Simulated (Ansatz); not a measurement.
ClH5N2Si2

```
atom    x (Å)    y (Å)    z (Å)
   N  -0.5598  -1.1765  -1.6895
  Si   0.8818  -0.7131  -0.8360
  Cl   1.1889   1.3966  -1.2967
   N   0.0535  -0.2903   0.7588
  Si   0.1341   1.0299   1.7335
   H  -1.3118  -0.5186  -1.8466
   H  -0.4335  -1.7672  -2.4967
   H  -0.4957  -1.0722   1.1041
   H   1.0038   2.1755   1.4582
   H  -0.3783   0.8850   3.1137
```

Geometry: PBE0-D4/def2-TZVP.

Computed with Ansatz, RKS PBE0-D4/def2-TZVPP.

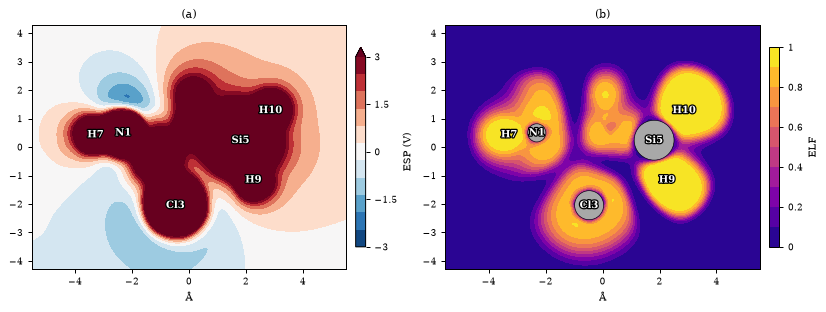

Figure 1. (a) molecular electrostatic potential; (b) ELF on the plane of atoms H9, Si5 and H10. Grey discs cover the atomic cores in the ELF map.

Describe what can be read from this map.

Answer. The plane passes through N, Cl, Si and H nuclei.
N–H (1.01 Å): the ELF climbs to about 1 towards the hydrogen, as it does in any bond to H (an ordinary covalent bond to hydrogen).
Si–H (1.46 Å): the ELF climbs to about 1 towards the hydrogen.
The ELF also peaks beside Cl3 and N1, away from the bonds: lone-pair regions.
Outside the dense part of the molecule the potential is most negative (−1.9 V) near N1.

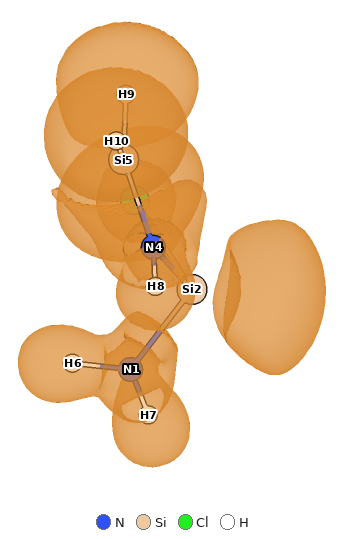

Figure 2. Isosurface of the ELF at 0.75 (orange), seen at an oblique angle. Only the valence region is drawn (cores and ρ < 0.01 e/Å³ removed).

Identify the bonds, lone pairs and shells in this picture.

Answer. The ELF exceeds this value in two regions around hydrogen nuclei, one region on Cl in which the atom's valence shell and bonds are merged, one lobe on Si, pointing away from the bonds (lone pairs), one joined region spread over several atoms (H, N), in which their bonds and any lone pairs are merged and one joined region spread over several atoms (H, N, Si), in which their bonds and any lone pairs are merged. Along the contacts the grid gives the following. Si–N (1.64 Å): the ELF peaks at about 0.90 between the atoms, as expected for a polar covalent bond. Si–Cl (2.18 Å): the ELF peaks at about 0.85 between the atoms; a polar covalent bond.

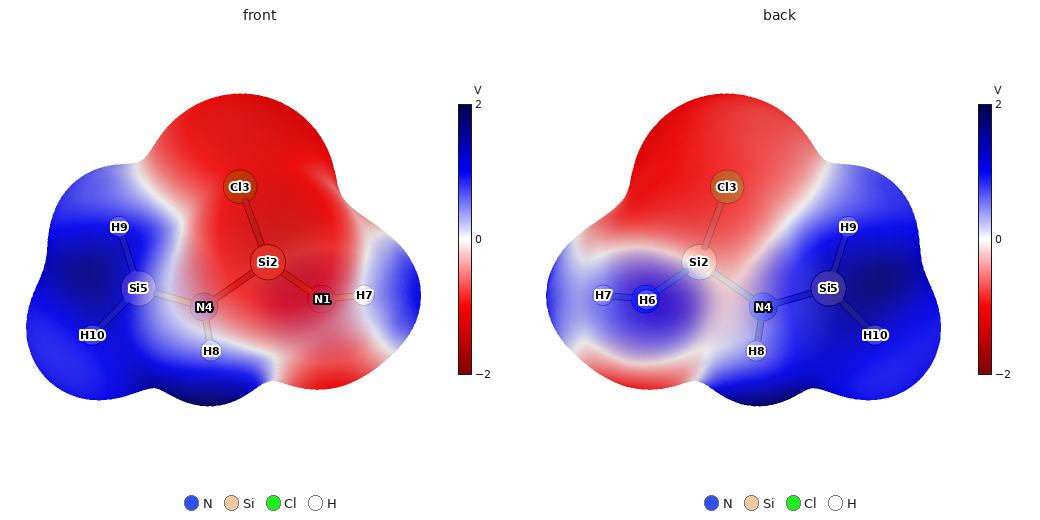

Figure 3. The molecular electrostatic potential painted on the density surface at 0.001 e/bohr³, seen from the front and from behind; red is negative and blue positive.

Where is the surface potential most negative and most positive?

Answer. The most negative region (about −1.3 V, or −30 kcal/mol for a unit charge) lies over N4, the most positive (about +1.8 V, or +42 kcal/mol for a unit charge) over H8. N4 is the likeliest acceptor of a hydrogen bond.
